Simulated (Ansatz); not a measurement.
**C$_{2}$H$_{7}$AlOSi: nudged elastic band**

System: C$_{2}$H$_{7}$AlOSi.
Method: RKS BLYP/def2-SVP (Ansatz 0.2.0).

It belongs to a series of runs on one base structure; here: band between the two ends. Figures and captions count atoms from 1; the log counts them from 0 in places.

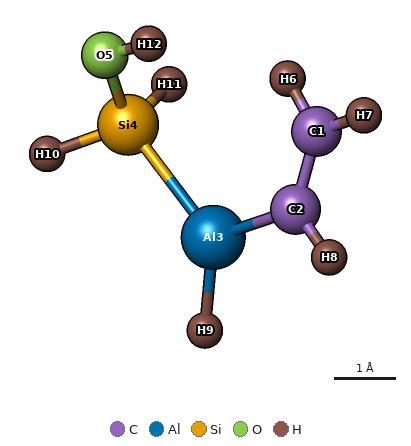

Figure 1. The structure as given in the input (ball-and-stick view, seen at a tilt; atoms are numbered from 1 in the order of the input). Sticks mark near contacts.

The input
```yaml
crystal:
  periodic: [false, false, false]
  atoms:
    - { symbol: C, position_ang: [-1.421871, 1.447599, -0.435146] }
    - { symbol: C, position_ang: [-1.081695, 0.553403, -1.39774] }
    - { symbol: Al, position_ang: [0.062116, -1.013905, -1.052159] }
    - { symbol: Si, position_ang: [1.238452, -1.127917, 1.140187] }
    - { symbol: O, position_ang: [1.758439, 0.418722, 1.640873] }
    - { symbol: H, position_ang: [-1.058318, 1.356727, 0.605878] }
    - { symbol: H, position_ang: [-2.086478, 2.312612, -0.61577] }
    - { symbol: H, position_ang: [-1.514274, 0.737706, -2.401301] }
    - { symbol: H, position_ang: [0.183337, -2.142013, -2.18153] }
    - { symbol: H, position_ang: [2.490372, -1.957754, 1.08371] }
    - { symbol: H, position_ang: [0.370978, -1.783249, 2.196111] }
    - { symbol: H, position_ang: [1.135942, 1.142769, 1.450887] }
basis:
  gaussian: { orbitals: def2-SVP }
hamiltonian:
  xc: blyp
neb:
  order_check: false
  images: 7
  f_tol: 0.05
  max_iterations: 60
  initial_path: idpp
  final_atoms:
    - { symbol: C, position_ang: [-1.93151104, 1.46971624, -0.53620705] }
    - { symbol: C, position_ang: [-1.29709638, 0.66372552, -1.42526308] }
    - { symbol: Al, position_ang: [0.24249605, -0.46232372, -0.95336644] }
    - { symbol: Si, position_ang: [1.24768662, -0.51876279, 1.32359142] }
    - { symbol: O, position_ang: [1.97753052, -2.03427585, 1.60535682] }
    - { symbol: H, position_ang: [-1.62104832, 1.5382612, 0.52224263] }
    - { symbol: H, position_ang: [-2.79596399, 2.10318752, -0.80920421] }
    - { symbol: H, position_ang: [-1.69708958, 0.66950318, -2.45907669] }
    - { symbol: H, position_ang: [0.89971156, -1.39219165, -2.0857062] }
    - { symbol: H, position_ang: [0.24266465, -0.37578095, 2.43193098] }
    - { symbol: H, position_ang: [2.23367987, 0.61597362, 1.52360199] }
    - { symbol: H, position_ang: [2.57594004, -2.33233231, 0.89609983] }
```

Run on 2 threads of Arm Neoverse V1, 24 GiB of memory available, shared host.

Command:
```bash
ansatz run input.yaml --threads 2 --pin off --max-ram 3072MiB --backend cpu --events-out ev --progress --plain --runs-dir out
```

The program's output
```
Engine: ansatz 0.2.0, aarch64-unknown-linux-gnu
Functional definition: BLYP
  parameter beta = 0.0042
  parameter a = 0.04918
  parameter b = 0.132
  parameter c = 0.2533
  parameter d = 0.349
  exchange = b88_x(beta = beta)
  correlation = lyp_c(a = a, b = b, c = c, d = d)
1254 factors; their error is unknown
mean field evaluation 1: about -18686.3693 eV, gradient 7.6e1 eV
mean field evaluation 2: about -18589.1853 eV, gradient 1.9e2 eV
mean field evaluation 4: about -18699.1459 eV, gradient 1.8e1 eV
mean field evaluation 8: about -18699.9325 eV, gradient 1.7e-1 eV
mean field evaluation 16: about -18699.8575 eV, gradient 1.4e-3 eV
mean field -18699.85746707 eV, -687.2070866961 hartree, gradient 4.9e-5 eV, S^2 0.000000; 0 other end points of the search recorded, 0 dependent functions left out
the calculation of the forces begins
reference -18699.85786391 eV, -687.2071012799 hartree; 27, 27 occupied and 86, 86 virtual orbitals, 1254 factors
1254 factors; their error is unknown
mean field evaluation 32: about -18699.8695 eV, gradient 2.1e-2 eV
mean field -18699.86948224 eV, -687.2075282456 hartree, gradient 7.1e-5 eV, S^2 0.000000; 0 other end points of the search recorded, 0 dependent functions left out
[... from here on the field's lines of each further geometry are left out, up to the last ...]
NEB iter   1: max|band force component| = 7.547e-1 eV/Å  barrier→ = 0.2250 eV  barrier← = 0.2370 eV  Δτ_max = 0.2000 Å  (261 SCF iters)
NEB iter   2: max|band force component| = 6.743e-1 eV/Å  barrier→ = 0.1183 eV  barrier← = 0.1303 eV  Δτ_max = 0.1506 Å  (215 SCF iters)
NEB iter   3: max|band force component| = 8.162e-1 eV/Å  barrier→ = 0.1029 eV  barrier← = 0.1149 eV  Δτ_max = 0.0759 Å  (207 SCF iters)
NEB iter   4: max|band force component| = 1.091e-1 eV/Å  barrier→ = 0.0459 eV  barrier← = 0.0580 eV  CI = image 3  Δτ_max = 0.0245 Å  (213 SCF iters)
NEB iter   5: max|band force component| = 9.690e-2 eV/Å  barrier→ = 0.0435 eV  barrier← = 0.0555 eV  CI = image 3  Δτ_max = 0.0759 Å  (221 SCF iters)
NEB iter   6: max|band force component| = 6.094e-2 eV/Å  barrier→ = 0.0393 eV  barrier← = 0.0513 eV  CI = image 3  Δτ_max = 0.0504 Å  (212 SCF iters)
the calculation of the forces begins
reference -18699.86447415 eV, -687.2073442017 hartree; 27, 27 occupied and 86, 86 virtual orbitals, 1254 factors
1254 factors; their error is unknown
mean field evaluation 608: about -18699.8187 eV, gradient 2.0e-1 eV
mean field -18699.81881488 eV, -687.2056662543 hartree, gradient 1.3e-5 eV, S^2 0.000000; 1 other end points of the search recorded, 0 dependent functions left out
the calculation of the forces begins
reference -18699.81920829 eV, -687.2056807119 hartree; 27, 27 occupied and 86, 86 virtual orbitals, 1254 factors
NEB iter   7: max|band force component| = 3.699e-2 eV/Å  barrier→ = 0.0387 eV  barrier← = 0.0507 eV  CI = image 3  Δτ_max = 0.0000 Å  (428 SCF iters)
```

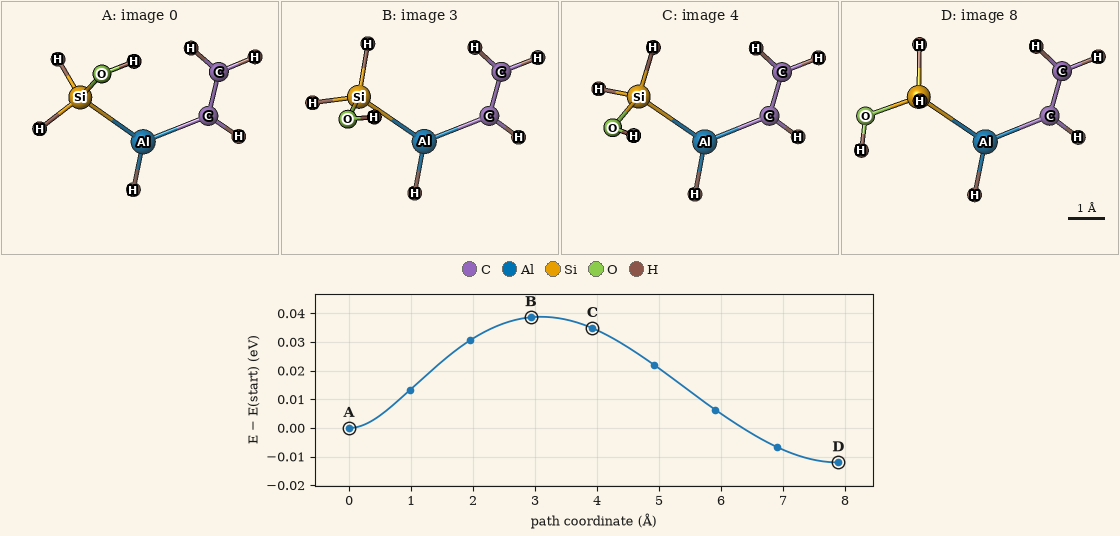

Figure 2. Images of the last band (counted from 0; ball-and-stick, seen at a tilt) above the energy along the path; the line is a cubic interpolation that uses the forces. The highest image is number 3, 0.039 eV above the start and 0.051 eV above the end (the climbing image); the end lies 0.012 eV below the start. The path is 7.89 Å long. The band converged in 7 iterations.

```
Total energy: -18699.81920829 eV, -687.2056807119 hartree
Atom 0 at    -2.174592     0.724309    -0.200002 Å, force     0.021255    -0.010409    -0.006413 eV/Å
Atom 1 at    -1.483872     0.237837    -1.262989 Å, force    -0.011059     0.000095    -0.017561 eV/Å
Atom 2 at     0.278736    -0.622415    -1.113128 Å, force    -0.006471    -0.001315     0.008911 eV/Å
Atom 3 at     1.497211    -0.698033     1.066502 Å, force     0.021479     0.027404    -0.015209 eV/Å
Atom 4 at     2.720302     0.493417     1.133546 Å, force    -0.009119    -0.010869    -0.004512 eV/Å
Atom 5 at    -1.776697     0.673688     0.829896 Å, force    -0.005904     0.003250     0.002673 eV/Å
Atom 6 at    -3.171569     1.193145    -0.294692 Å, force    -0.004372     0.006826     0.007581 eV/Å
Atom 7 at    -1.979591     0.335710    -2.250125 Å, force    -0.001285     0.002198     0.007978 eV/Å
Atom 8 at     0.946643    -1.214765    -2.442889 Å, force     0.008186    -0.001466    -0.004757 eV/Å
Atom 9 at     2.239010    -1.994718     1.228164 Å, force     0.004591    -0.002225     0.004206 eV/Å
Atom 10 at     0.576868    -0.597054     2.264661 Å, force    -0.008721     0.000744     0.012835 eV/Å
Atom 11 at     2.404551     1.413578     1.075058 Å, force    -0.008580    -0.014232     0.004267 eV/Å
Dipole moment:    -0.382568     0.278304    -0.043647 e Å
this run last wrote the band of iteration 7 to [file]
```

The last band as extended XYZ (Å, eV, eV/Å)
```
12
Properties=species:S:1:pos:R:3:forces:R:3 image=0 energy=-18699.85747
C    -1.4219    1.4476   -0.4351    0.0013   0.0007  -0.0026
C    -1.0817    0.5534   -1.3977   -0.0011   0.0030   0.0044
Al    0.0621   -1.0139   -1.0522    0.0019  -0.0015   0.0045
Si    1.2385   -1.1279    1.1402    0.0045   0.0031  -0.0004
O     1.7584    0.4187    1.6409   -0.0030  -0.0119  -0.0016
H    -1.0583    1.3567    0.6059    0.0013  -0.0015   0.0027
H    -2.0865    2.3126   -0.6158   -0.0015  -0.0002  -0.0008
H    -1.5143    0.7377   -2.4013   -0.0010   0.0003  -0.0044
H     0.1833   -2.1420   -2.1815    0.0000  -0.0008  -0.0015
H     2.4904   -1.9578    1.0837   -0.0014  -0.0004   0.0003
H     0.3710   -1.7832    2.1961    0.0010   0.0007  -0.0002
H     1.1359    1.1428    1.4509   -0.0020   0.0086  -0.0005
12
Properties=species:S:1:pos:R:3:forces:R:3 image=1 energy=-18699.84427
C    -1.7055    1.2391   -0.3294    0.0231  -0.0060   0.0303
C    -1.2065    0.4848   -1.3416   -0.0235   0.0213  -0.0182
Al    0.1451   -0.9245   -1.0818   -0.0006  -0.0018   0.0048
Si    1.3397   -1.0215    1.1041    0.0025  -0.0008  -0.0092
O     2.1242    0.4645    1.4110   -0.0033   0.0043  -0.0036
H    -1.3582    1.1256    0.7148    0.0029   0.0014  -0.0009
H    -2.4918    2.0033   -0.4725    0.0022   0.0017  -0.0123
H    -1.6393    0.6805   -2.3435    0.0092  -0.0106  -0.0016
H     0.4495   -1.9181   -2.3001   -0.0035  -0.0061   0.0005
H     2.4438   -2.0390    1.1185    0.0069   0.0021  -0.0010
H     0.4180   -1.4008    2.2455   -0.0022  -0.0079   0.0050
H     1.5580    1.2509    1.3091   -0.0137   0.0024   0.0062
12
Properties=species:S:1:pos:R:3:forces:R:3 image=2 energy=-18699.82681
C    -1.9668    1.0039   -0.2640    0.0283  -0.0070   0.0346
C    -1.3472    0.3847   -1.3010   -0.0348   0.0212  -0.0255
Al    0.2143   -0.7951   -1.0949    0.0044  -0.0038   0.0090
Si    1.4289   -0.8783    1.0851    0.0161   0.0106  -0.0136
O     2.4552    0.4781    1.2536   -0.0136   0.0004  -0.0097
H    -1.6125    0.9003    0.7783    0.0008   0.0003   0.0015
H    -2.8629    1.6400   -0.3873   -0.0013   0.0034  -0.0114
H    -1.7988    0.5538   -2.2996    0.0114  -0.0076  -0.0041
H     0.7080   -1.6223   -2.3744   -0.0002  -0.0058  -0.0017
H     2.3590   -2.0542    1.1650    0.0058  -0.0049   0.0021
H     0.4960   -1.0066    2.2712   -0.0075  -0.0031   0.0111
H     2.0038    1.3403    1.2019   -0.0093  -0.0037   0.0078
12
Properties=species:S:1:pos:R:3:forces:R:3 image=3 energy=-18699.81881
C    -2.1746    0.7243   -0.2000    0.0213  -0.0104  -0.0064
C    -1.4839    0.2378   -1.2630   -0.0111   0.0001  -0.0176
Al    0.2787   -0.6224   -1.1131   -0.0065  -0.0013   0.0089
Si    1.4972   -0.6980    1.0665    0.0215   0.0274  -0.0152
O     2.7203    0.4934    1.1335   -0.0091  -0.0109  -0.0045
H    -1.7767    0.6737    0.8299   -0.0059   0.0032   0.0027
H    -3.1716    1.1931   -0.2947   -0.0044   0.0068   0.0076
H    -1.9796    0.3357   -2.2501   -0.0013   0.0022   0.0080
H     0.9466   -1.2148   -2.4429    0.0082  -0.0015  -0.0048
H     2.2390   -1.9947    1.2282    0.0046  -0.0022   0.0042
H     0.5769   -0.5971    2.2647   -0.0087   0.0007   0.0128
H     2.4046    1.4136    1.0751   -0.0086  -0.0142   0.0043
12
Properties=species:S:1:pos:R:3:forces:R:3 image=4 energy=-18699.82261
C    -2.3356    0.4085   -0.1323    0.0214  -0.0049  -0.0103
C    -1.5856    0.0965   -1.2205   -0.0004  -0.0154  -0.0177
Al    0.3129   -0.4082   -1.1249   -0.0097   0.0155   0.0080
Si    1.5480   -0.4984    1.0439    0.0349   0.0090  -0.0016
O     2.9413    0.4878    1.0369   -0.0115  -0.0048  -0.0056
H    -1.9163    0.3995    0.8901   -0.0065   0.0016   0.0021
H    -3.4033    0.6882   -0.1994   -0.0064   0.0042   0.0090
H    -2.1062    0.1365   -2.1989   -0.0054   0.0010   0.0117
H     1.0837   -0.7309   -2.4912    0.0098   0.0034  -0.0073
H     2.0878   -1.8822    1.2815   -0.0075  -0.0057   0.0001
H     0.6732   -0.1921    2.2410   -0.0108   0.0104   0.0122
H     2.7771    1.4396    0.9078   -0.0077  -0.0143  -0.0007
12
Properties=species:S:1:pos:R:3:forces:R:3 image=5 energy=-18699.83537
C    -2.4182    0.0946   -0.0676    0.0200  -0.0022   0.0111
C    -1.6431    0.0006   -1.1784   -0.0126  -0.0129  -0.0169
Al    0.3147   -0.1706   -1.1286   -0.0041   0.0144   0.0053
Si    1.5659   -0.3165    1.0254    0.0318  -0.0051   0.0089
O     3.0978    0.4296    0.9563   -0.0116   0.0000  -0.0107
H    -1.9896    0.0781    0.9508    0.0005   0.0012  -0.0008
H    -3.5186    0.1943   -0.1086   -0.0096   0.0013  -0.0021
H    -2.1795    0.0304   -2.1485    0.0019  -0.0037   0.0052
H     1.1131   -0.2069   -2.5170    0.0102   0.0095  -0.0074
H     1.8789   -1.7528    1.3493   -0.0109  -0.0030  -0.0033
H     0.7643    0.1949    2.2034   -0.0123   0.0150   0.0141
H     3.0912    1.3689    0.6975   -0.0033  -0.0146  -0.0033
12
Properties=species:S:1:pos:R:3:forces:R:3 image=6 energy=-18699.85111
C    -2.4443   -0.1907   -0.0364    0.0366  -0.0045   0.0287
C    -1.6744   -0.0490   -1.1455   -0.0328  -0.0097  -0.0233
Al    0.2873    0.0644   -1.1033   -0.0012   0.0090   0.0031
Si    1.5637   -0.1657    1.0261    0.0130  -0.0134   0.0129
O     3.1922    0.3103    0.8703    0.0002   0.0047  -0.0120
H    -2.0065   -0.2627    0.9760   -0.0057   0.0027   0.0013
H    -3.5483   -0.2413   -0.0695   -0.0071  -0.0012  -0.0111
H    -2.2208    0.0146   -2.1085    0.0103  -0.0005   0.0007
H     1.0685    0.3257   -2.4786    0.0072   0.0101  -0.0038
H     1.6424   -1.6065    1.4542   -0.0105   0.0002  -0.0032
H     0.8887    0.5551    2.1743   -0.0090   0.0145   0.0117
H     3.3285    1.1903    0.4750   -0.0011  -0.0118  -0.0050
12
Properties=species:S:1:pos:R:3:forces:R:3 image=7 energy=-18699.86408
C    -2.4316   -0.4682   -0.0531    0.0332   0.0002   0.0124
C    -1.6951   -0.0763   -1.1240   -0.0220  -0.0053  -0.0132
Al    0.2364    0.2779   -1.0413   -0.0042   0.0037  -0.0007
Si    1.5543   -0.0150    1.0525    0.0015  -0.0056   0.0093
O     3.2239    0.1751    0.7704    0.0067   0.0057  -0.0095
H    -1.9793   -0.6275    0.9429   -0.0101  -0.0018   0.0021
H    -3.5208   -0.6518   -0.1038   -0.0035  -0.0012  -0.0056
H    -2.2515    0.0521   -2.0744    0.0070   0.0009   0.0019
H     0.9804    0.8000   -2.3638    0.0026   0.0057   0.0002
H     1.4276   -1.4028    1.6181   -0.0070  -0.0002   0.0000
H     1.0700    0.9107    2.1504   -0.0024   0.0083   0.0043
H     3.4628    0.9704    0.2602   -0.0017  -0.0103  -0.0013
12
Properties=species:S:1:pos:R:3:forces:R:3 image=8 energy=-18699.86948
C    -2.2079    1.1328    0.1538   -0.0056  -0.0022   0.0036
C    -1.5936    0.7781   -1.0035    0.0000  -0.0042  -0.0018
Al    0.1648   -0.0965   -1.0677   -0.0012   0.0030   0.0002
Si    1.5038   -0.6243    0.9637    0.0042   0.0007   0.0004
O     2.5084   -1.9710    0.6707   -0.0005  -0.0029   0.0036
H    -1.7539    0.9436    1.1435    0.0037   0.0010  -0.0006
H    -3.1967    1.6274    0.1827    0.0003   0.0010  -0.0009
H    -2.1433    1.0108   -1.9375    0.0028   0.0030  -0.0006
H     0.7844   -0.4892   -2.4962   -0.0007  -0.0014   0.0009
H     0.6717   -1.0290    2.1481   -0.0031  -0.0012   0.0000
H     2.3078    0.5756    1.4261   -0.0005   0.0015  -0.0015
H     3.0315   -1.9137   -0.1497    0.0006   0.0017  -0.0033
```

Summary

- outcome: converged
- barrier, forward: 0.039 eV
- barrier, backward: 0.051 eV
- wall time: 2.3 min (CPU time 4.5 min)
- peak memory: 0.15 GiB

Remarks

The order of the saddle point was not checked.
